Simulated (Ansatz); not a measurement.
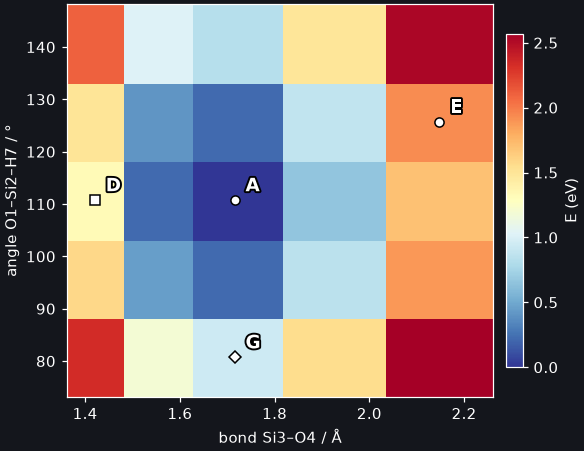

H₆O₂Si₂, SMILES O[SiH2][SiH2]O. 
- Two internal coordinates are moved rigidly from the geometry relaxed at PBE0-D4/def2-TZVP, all others fixed.
- Coordinates scanned: (1) bond Si3–O4; (2) angle O1–Si2–H7.
- The grid has 5 × 5 points.
- Points are written as (first, second).
- All energies are given in eV relative to the lowest grid point.
- These are results of Ansatz 0.2.0, RHF-CCSD(T), frozen core/def2-TZVPP, not measurements.

Drawn: one coloured cell a grid point, lettered points.

Q: Is A the lowest point of the computed grid?

A: Yes. A, at (1.716 Å, 110.7°), has the lowest energy of the grid.

Q: Rank the lettered points by energy, lowest first.

A: A (0.00 eV), G (0.93 eV), D (1.33 eV), E (1.93 eV).
